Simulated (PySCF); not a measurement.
## A study: F$_{5}$Si, charge −1, SMILES `F[Si-](F)(F)(F)F`

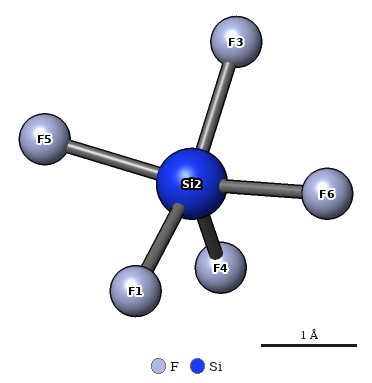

The molecule, with its atoms numbered as below. No frequency check shows the geometry to be a minimum.

Coordinates in Å:

```
F1       0.1639   -1.6044    0.3755
Si2      0.0000    0.0001    0.0430
F3      -0.1642    1.6043    0.3757
F4       0.0003    0.0002   -1.5693
F5      -1.6044   -0.1642    0.3754
F6       1.6044    0.1640    0.3758
```

Part 1: Bonding charge

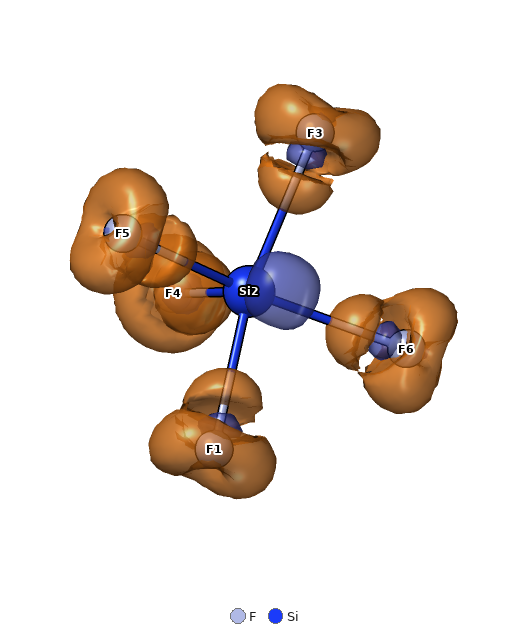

Deformation density (molecule less spherical, spin-averaged free atoms at the same positions), surfaces at ±0.15 e/Å³; orange: gain, blue: loss.

Level of theory: PBE0/6-311+G** (PySCF), at a geometry from GFN2-xTB.

**How much density has each bond gained at its critical point, relative to the free atoms?**

Si2–F4: +0.04 e/Å³ at the bond critical point (bond length 1.61 Å); up to 0.6 Å beside the axis the gain reaches +0.29 e/Å³. Si2–F3, Si2–F5, Si2–F6 and F1–Si2: +0.03 e/Å³ at the bond critical point (bond length 1.65 Å); up to 0.6 Å beside the axis the gain reaches +0.28 e/Å³. In all, 1.9 electrons gather in the regions of gain relative to the promolecule of neutral atoms (this includes the anion's extra charge). A small or negative value marks a very polar bond, one between electron-rich atoms, whose free-atom densities already overlap strongly, a long bond to a heavier atom, or a closed-shell contact such as a hydrogen bond.

**Where do the Hirshfeld charges lie?**

The highest Hirshfeld charge is on Si2 (+0.48 e), the lowest on F1, F3, F5 and F6 (−0.30 e).

```csv
atom,charge (e)
F1,−0.30
Si2,+0.48
F3,−0.30
F4,−0.27
F5,−0.30
F6,−0.30
```

Part 2: Bond critical points

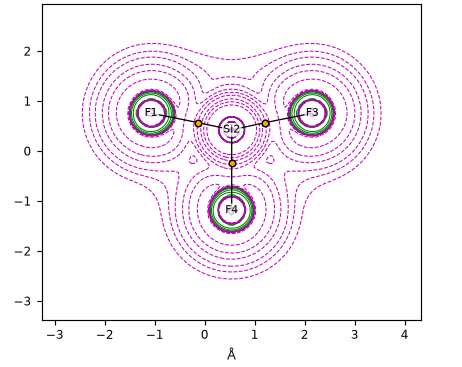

Negative Laplacian of the density (−∇²ρ) in the plane of F1, Si2, F3 and F4 (solid green lines positive, dashed magenta lines negative, contours at ±0.02 to ±8 a.u.), with bond paths and bond critical points (dots).

**At which bond critical points in this plane is charge locally concentrated, and at which depleted?**

At none is it concentrated. Depleted (∇²ρ > 0): Si2–F4 (+1.00 a.u., H = −0.022); Si2–F3 and F1–Si2 (+0.85 a.u., H = −0.025).

**Where along Si2–F3 does the critical point lie?**

0.68 Å from Si2 and 0.96 Å from F3.

Part 3: Local ionisation energy

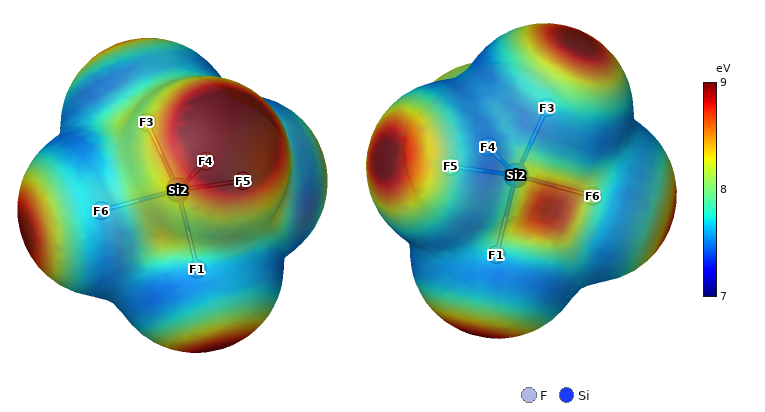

Average local ionisation energy on the surface of electron density 0.001 a.u. (back view left, front view right).

**Where are the most loosely bound electrons on this surface?**

The lowest value is 7.5 eV, 1.7 Å from F1, and at like points elsewhere. Further minima include 7.5 eV, 1.8 Å from F1, and at like points elsewhere. For comparison, the highest occupied orbital lies at −5.0 eV.

**What volume does the surface enclose?**

About 89 Å³.

Part 4: In an electric field

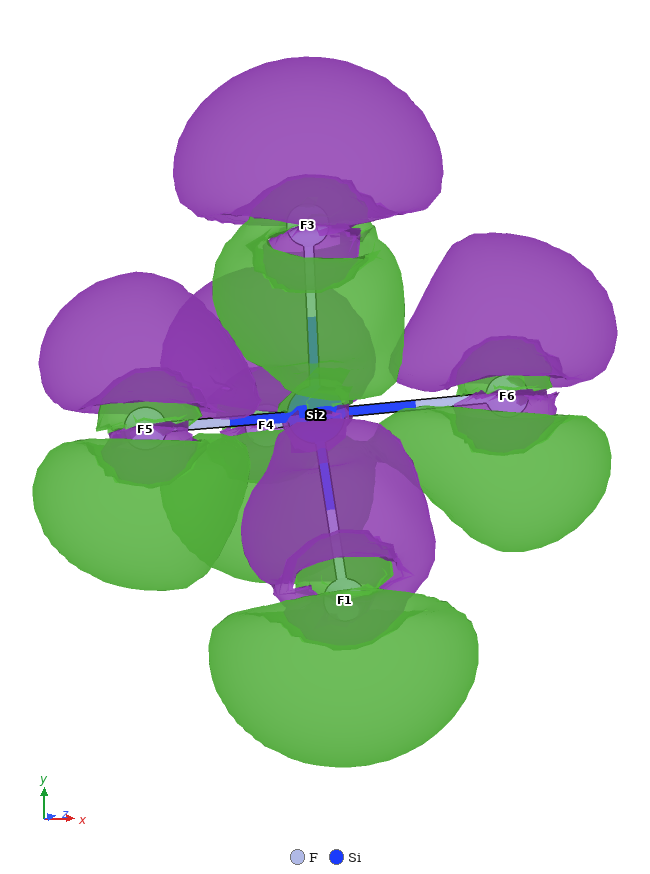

Change of the electron density in a uniform field of 0.10 V/Å, surfaces at ±0.0003 e/Å³ (purple: gain, green: loss).

Computed with PySCF, B3LYP/6-31+G*, geometry: GFN2-xTB. For an anion such functionals hold the outermost electrons too loosely, so the response is rough. The basis has diffuse s and p functions alone, which still leaves polarisabilities too small, most of all across bonds.

**Along which Cartesian direction does the field point?**

Along −y: electrons gather on the +y side, against the field.

**What dipole is induced, and what polarisability does it imply?**

The induced dipole is 0.14 D (along the field); α along this axis, from the fields in both directions, is 28 bohr³ (4.1 Å³).

**Which atoms gain and lose the most charge?**

Electrons gather most on F3 (Hirshfeld charge changes by −0.004 e) and leave F1 most (+0.004 e); 0.016 electrons are displaced in all.

Part 5: Localised orbitals

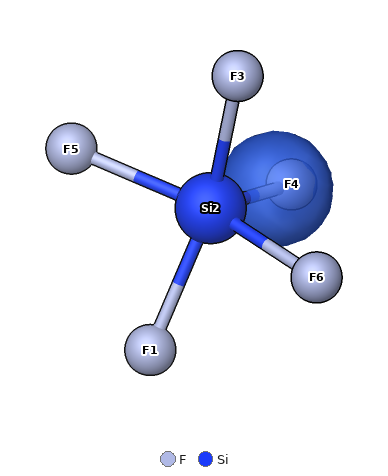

Intrinsic bond orbitals (IBO), occupied; each surface holds about 70 % of the orbital's density. Energies are diagonal elements of the Fock matrix.

Level of theory: M06-2X/def2-SVPD (PySCF), at a geometry from GFN2-xTB.

**What does this orbital represent?**

Pair mostly on F4, shared in part with Si2 (F4 84 %, Si2 16 %; −24.1 eV).
